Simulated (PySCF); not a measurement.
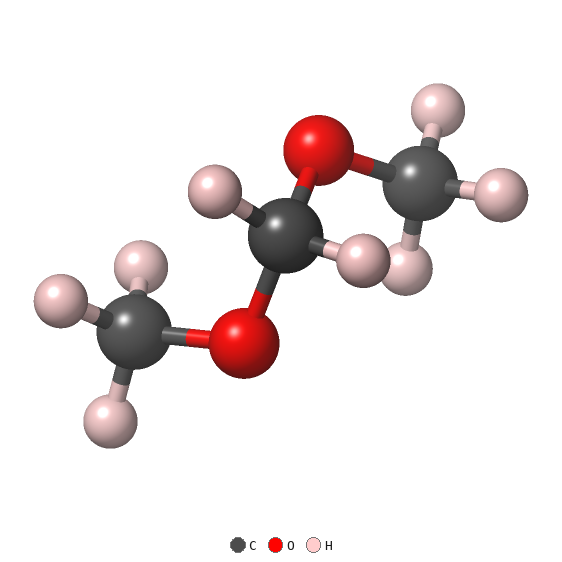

Ball-and-stick drawing of a structure.

The computed structure is the end point of a PBE0-D3(BJ)/def2-SVP optimisation. No frequency run is at hand to confirm it as a minimum.

What does the picture show?

It has 13 atoms: 3 carbon, 8 hydrogen and 2 oxygen (C₃H₈O₂). Its SMILES string is `COCOC`. It has no ring. Among its groups: ether. The point group is C2. Coordination: 3 C tetrahedral; 2 O bent.

More results for the same structure follow; atom numbers are the same in all pictures, views and colours differ.

Geometry

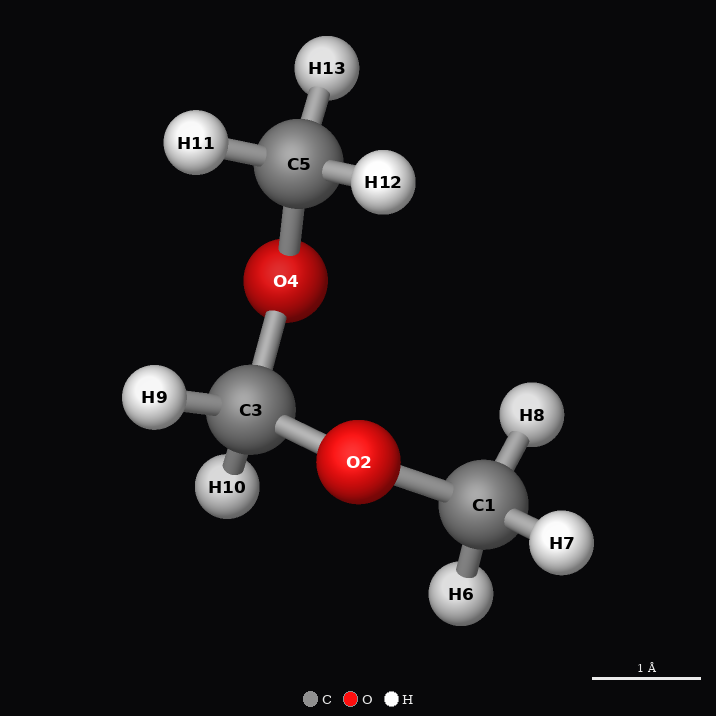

The atoms are numbered. No frequency run is at hand to confirm it as a minimum.

Give these bond angles: O2–C3–O4, O2–C3–H9, C1–O2–C3, O2–C1–H6, O2–C1–H8, O2–C1–H7.

| angle | degrees |
| --- | --- |
| O2–C3–O4 | 113.8 |
| O2–C3–H9 | 105.5 |
| C1–O2–C3 | 113.7 |
| O2–C1–H6 | 111.4 |
| O2–C1–H8 | 111.9 |
| O2–C1–H7 | 107.7 |

NMR shielding

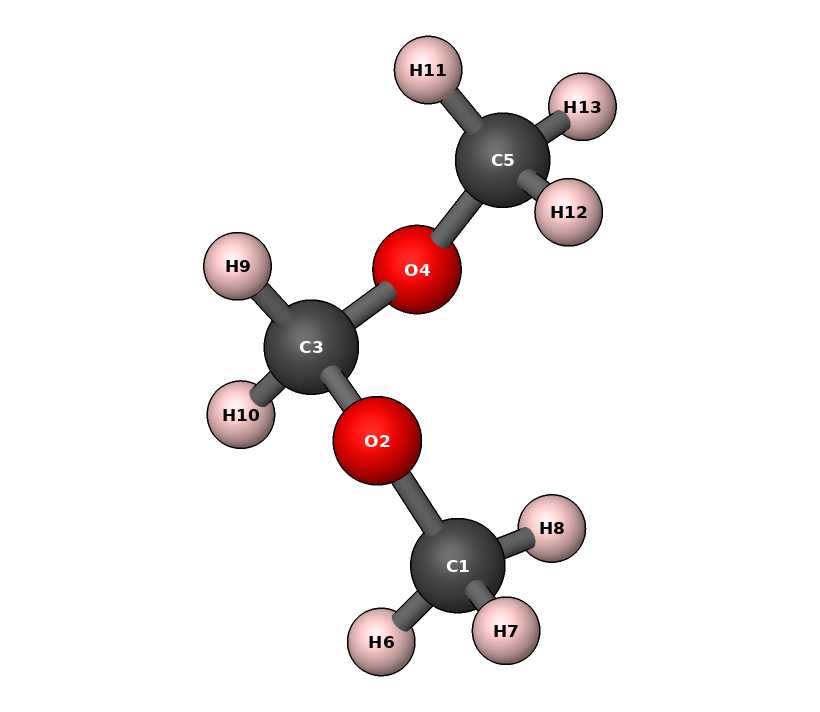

No frequency run is at hand to confirm it as a minimum. Method: GIAO PBE0/pcSseg-1 NMR shielding, non-relativistic, IEF-PCM cyclohexane (PySCF 2.14.0). Principal shieldings σ11 ≤ σ22 ≤ σ33, span Ω = σ33 − σ11, skew κ = 3(σiso − σ22)/Ω.

Give the shielding tensors of the O atoms.

```json
{"atom": "O2, O4", "σ11": "244.3", "σ22": "308.0", "σ33": "329.5", "σiso": "293.9", "Ω": "85.2", "κ": "−0.50"}
```

Shieldings and span in ppm.

Levels of theory compared

No frequency run is at hand to confirm it as a minimum. Program: PySCF 2.14.0.

Compare dipole (D) at these levels: BHandHLYP/aug-pcX-1 (pcseg-1 on H); CAM-B3LYP/def2-SVPD; CAM-B3LYP/def2-SVPD in acetone (IEF-PCM); CAM-B3LYP/def2-SVPD in cyclohexane (IEF-PCM); PBE0/pcSseg-1 in acetone (IEF-PCM); PBE0/pcSseg-1 in cyclohexane (IEF-PCM).

```json
{"level": "BHandHLYP/aug-pcX-1 (pcseg-1 on H)", "dipole (D)": "0.23"}
{"level": "CAM-B3LYP/def2-SVPD", "dipole (D)": "0.25"}
{"level": "CAM-B3LYP/def2-SVPD in acetone (IEF-PCM)", "dipole (D)": "0.23"}
{"level": "CAM-B3LYP/def2-SVPD in cyclohexane (IEF-PCM)", "dipole (D)": "0.25"}
{"level": "PBE0/pcSseg-1 in acetone (IEF-PCM)", "dipole (D)": "0.25"}
{"level": "PBE0/pcSseg-1 in cyclohexane (IEF-PCM)", "dipole (D)": "0.28"}
```

Quadrupole coupling

No frequency run is at hand to confirm it as a minimum. Electric field gradients from the ground-state density, PBE0/pcSseg-1 in acetone (IEF-PCM) (PySCF 2.14.0), non-relativistic apart from any core potentials.

Give the largest field-gradient component, the quadrupole coupling constant and the asymmetry for 17O at O2 (Q = −25.6 mb), 2H at H6 (Q = 2.86 mb), 2H at H7 (Q = 2.86 mb), 2H at H8 (Q = 2.86 mb), 2H at H9 (Q = 2.86 mb).

| atom | V_zz (a.u.) | e²qQ/h (MHz) | η |
| --- | --- | --- | --- |
| O2 | 1.924 | −11.57 | 0.88 |
| H6 | 0.271 | 0.182 | 0.10 |
| H7 | 0.288 | 0.194 | 0.07 |
| H8 | 0.276 | 0.186 | 0.08 |
| H9 | 0.264 | 0.177 | 0.04 |
